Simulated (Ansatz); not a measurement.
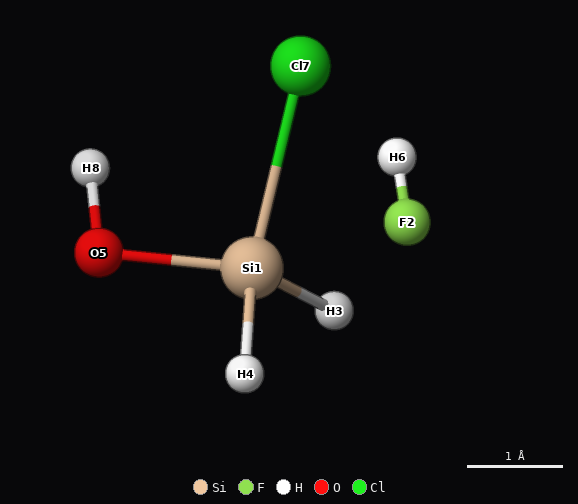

SiH4OClF (started from a transition state, displaced along its imaginary mode), before the relaxation. Style: ball-and-stick. Shown at a tilt.

These are results of RKS PBE0-D4/def2-TZVP (Ansatz), not measurements.

Input file:
```yaml
crystal:
  periodic: [false, false, false]
  atoms:
    - {symbol: Si, position_ang: [-0.440057, -0.189099, -0.088934]}
    - {symbol: F, position_ang: [1.412295, -1.163120, 0.685601]}
    - {symbol: H, position_ang: [-0.488691, -0.883707, -1.410849]}
    - {symbol: H, position_ang: [-0.956279, -1.127711, 0.942071]}
    - {symbol: O, position_ang: [-1.489513, 1.032261, 0.206867]}
    - {symbol: H, position_ang: [1.746521, -0.557166, 0.488039]}
    - {symbol: Cl, position_ang: [1.293275, 1.065641, -0.581201]}
    - {symbol: H, position_ang: [-1.077452, 1.822802, -0.241593]}
basis:
  gaussian: {orbitals: def2-TZVP}
hamiltonian: {xc: pbe0, dispersion: d4}
relax: {f_tol: 0.005, max_steps: 200}
```

Run as
```bash
ansatz run in.yaml --threads 4 --pin off --events-out ev --progress --plain --max-ram 9574MiB
```

Question: Where does the relaxation end?

Answer: Over 17 accepted moves (19 points after the start) the energy falls by 76.1 kcal/mol. The largest force component goes from 24 to 0.0049 eV/Å. The line search rejected the trial steps at points 7, 12 of the run. The largest move after the best rigid fit is that of F2, 1.10 Å. Largest moves by element: F 1.10 Å, H 0.96 Å, Cl 0.83 Å, O 0.46 Å, Si 0.37 Å. Some distances before and after: Si1–F2 2.232 → 3.410 Å, H6–Cl7 1.996 → 2.257 Å, F2–H6 0.720 → 0.929 Å, Si1–Cl7 2.196 → 2.082 Å. Bond angles that change, for instance: H4–Si1–Cl7 142.2° → 107.5°, Si1–O5–H8 104.2° → 119.2°, O5–Si1–Cl7 96.9° → 110.0°. Groups turn about Si1–O5 by about 35°. The run took 42 s on 4 threads of Arm Neoverse V1 (shared host).

Step by step:

| step | E − E(0), kcal/mol | largest force component, eV/Å | note |
| --- | --- | --- | --- |
| 0 | 0.00 | 23.6547 |  |
| 1 | -59.54 | 1.1220 |  |
| 2 | -64.86 | 1.1166 |  |
| 3 | -69.99 | 1.3056 |  |
| 4 | -73.17 | 1.4996 |  |
| 5 | -75.19 | 0.5060 |  |
| 6 | -75.75 | 0.2303 |  |
| 7 | -75.52 | 0.4380 | rejected |
| 8 | -75.85 | 0.4742 |  |
| 9 | -75.99 | 0.1341 |  |
| 10 | -76.04 | 0.0240 |  |
| 11 | -76.06 | 0.0285 |  |
| 12 | -76.05 | 0.2182 | rejected |
| 13 | -76.07 | 0.0169 |  |
| 14 | -76.07 | 0.0545 |  |
| 15 | -76.07 | 0.0710 |  |
| 16 | -76.07 | 0.0450 |  |
| 17 | -76.07 | 0.0018 |  |
| 18 | -76.08 | 0.0025 |  |
| 19 | -76.08 | 0.0049 |  |

The structure at the end:

```xyz
8

Si   -0.5953    0.1300    0.0199
F     2.1095   -1.9259    0.3145
H    -0.4712   -0.6841   -1.2068
H    -0.8468   -0.6494    1.2418
O    -1.7790    1.2450   -0.0832
H     2.1532   -0.9981    0.3245
Cl    1.2491    1.0688    0.2431
H    -1.8195    1.8135   -0.8538
```

After the run, drawn alike:

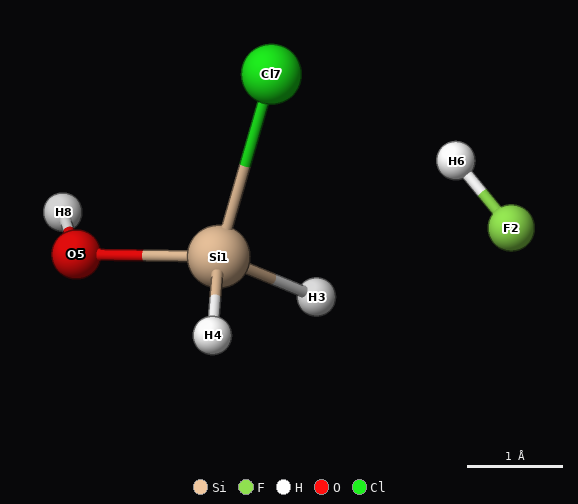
